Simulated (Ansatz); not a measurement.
**Computed energy against volume: Mg2Sn (antifluorite type, space group Fm-3m)**

Mg$_{2}$Sn (antifluorite type, space group Fm-3m)

Space group Fm-3m (No. 225); a = 6.8161 Å, b = 6.8161 Å, c = 6.8161 Å, α = 90.00°, β = 90.00°, γ = 90.00°

| atom | site | symmetry | x | y | z |
|---|---|---|---|---|---|
| Sn | 4a | m-3m | 0.0000 | 0.0000 | 0.0000 |
| Mg | 8c | -43m | 0.2500 | 0.2500 | 0.2500 |
(The calculation used a cell of 3 atoms; values per cell refer to that cell.)

This relaxed cell (volume V₀) is scaled evenly in all directions, its shape held. Symmetry pins the atoms to their sites.

Calculation: PBE (plane waves to 420 eV, PAW, scalar-relativistic; Ansatz, a program for electronic structure). k mesh 12×12×12 (Γ-centred), Fermi-Dirac smearing 0.05 eV. Energies are smeared free energies. At this level the bands of Mg2Sn touch or barely overlap; measurements give the solid a gap. Mg2Sn was relaxed with its symmetry unable to fall. The zero of ΔE is the relaxed starting cell.

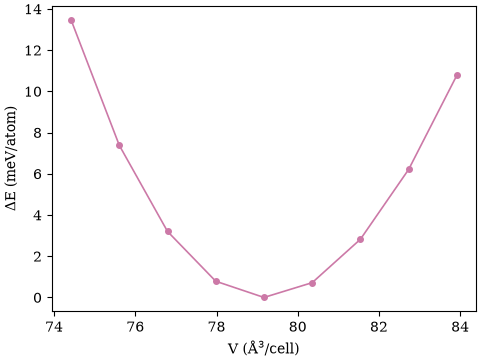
Figure: ΔE (meV/atom) against V (Å³/cell); one marker a computed point.

The equilibrium volume of the fit is 26.39 Å³/atom. The pressure for 5 % compression (fit) is 2.3 GPa and the pressure derivative B₀′ (fit) is 4.3. The bulk modulus B₀ (third-order Birch-Murnaghan fit) comes out as 40.5 GPa. The energy cost of the largest expansion is 11 meV/atom.

P = (3B₀/2)(x⁷ − x⁵)[1 + ¾(B₀′ − 4)(x² − 1)] with x = (1/0.95)^(1/3), B₀ = 40.5 GPa and B₀′ = 4.31.

(Under strain, the slope of the energy per volume gives the stress and its curvature an elastic modulus.)
